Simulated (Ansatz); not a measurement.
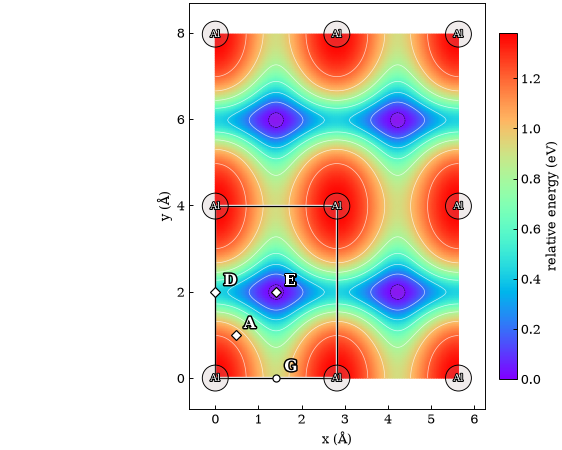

Al on an Al(110) slab cut from the Fm-3m phase, its upper half relaxed before the scan (16 atoms of substrate and one adsorbate in a 2 × 2 cell). Al is moved over the surface cell; relaxed at each place: the height of the adsorbate's atoms; substrate rigid; the origin of the map has the adsorbate above Al13. Places are given modulo a cell vector. The map is drawn in real space over the plane of the surface. The scan uses a 6 × 8 grid; 20 points were computed and 28 follow by symmetry. Places are given in fractions of the 1 × 1 surface cell. All energies are given in eV relative to the lowest grid point. Theory: DFT LDA, scalar-relativistic, plane waves, PAW in Ansatz 0.2.0. Settings: cutoff 420 eV, k-mesh 5×4×1, gaussian smearing 0.1 eV, no spin polarisation.

The picture shows a smooth colour map with a few white contour lines, labelled circles for the atoms of the top layer and small ones for the second layer, the outline of one cell of the 2 × 2 shown, lettered points. Between grid points the surface is interpolated.

Question: Is A the lowest point of the computed grid?

Answer: No. A lies 1.10 eV above the lowest grid point, which is at a fourfold hollow over a second-layer Al atom, (3/6, 4/8) of the cell vectors.

Question: What kind of point is each of A, D, E, G: minimum, saddle, maximum or slope?

Answer: A: on a slope; D: saddle point; E: minimum; G: saddle point. (In these two coordinates alone; a stationary point may lie a little off the grid point.)

Question: Rank the lettered points by energy, lowest first.

Answer: E (0.00 eV), D (0.43 eV), G (0.92 eV), A (1.10 eV).

PAW datasets: the set soft_1.
